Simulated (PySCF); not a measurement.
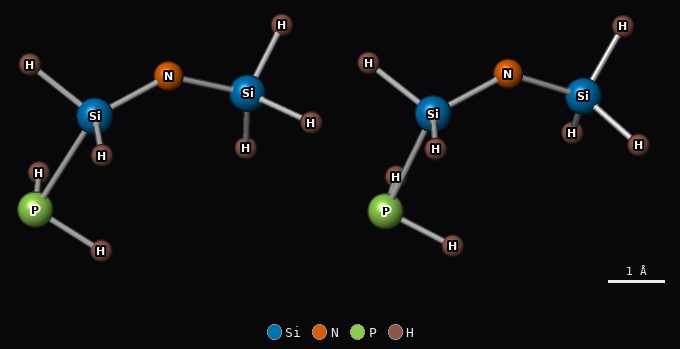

Two geometries of Si₂PNH₇ (charge −1), drawn at one scale. One is the start of a relaxation, the other its converged end. A ball-and-stick model, seen from a free direction.

Computed with PBE0-D3(BJ)/def2-SVP geometry optimisation, gas phase (PySCF). 

### Which one is relaxed?

The left one is the relaxed one. The start comes from GFN2-xTB. The energy falls by 4.59 kcal/mol in 8 geometry steps. Largest force component: 1.4 eV/Å at the start, 0.014 eV/Å at the end. An H atom moves most after the best rigid fit: 0.53 Å. Largest moves by element: H 0.53 Å, P 0.19 Å, Si 0.11 Å, N 0.07 Å. Near-neighbour distances that change, for instance: H–P 1.372 → 1.432 Å, H–Si 1.484 → 1.520 Å, P–Si 2.299 → 2.328 Å, N–Si 1.678 → 1.658 Å. Among the angles between lasting bonds that change: N–Si–H 107.3° → 113.6°, Si–N–Si 139.1° → 143.1°, H–Si–H 105.8° → 101.9°.

Limits of the set-up: the basis has no diffuse functions, which an anion needs.
